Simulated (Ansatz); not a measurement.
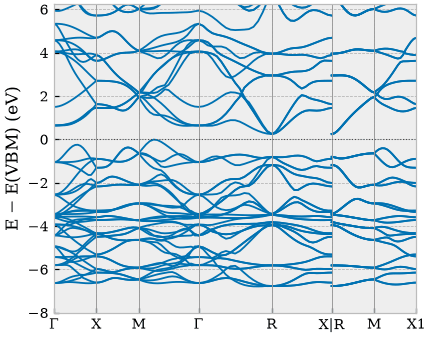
Figure. Band structure from the program Ansatz at the LDA level (PAW)

The gap is 0.25 eV; an edge lies off the plotted path or next to a special point (maximum off the standard path, minimum at R).

Question: Pick the material that matches.
A) BaTiO3, cubic perovskite
B) SrTiO3, cubic perovskite
C) As2Pt, Pa-3 (Pt on 4a, As on 8c)

Answer: C, As2Pt, Pa-3 (Pt on 4a, As on 8c)

The cell was relaxed with LDA under the symmetry of its start. No spin polarisation was allowed. Scalar-relativistic: spin–orbit coupling is off unless named, which matters more the heavier the elements.

Potentials: the later of the program's two PAW sets.
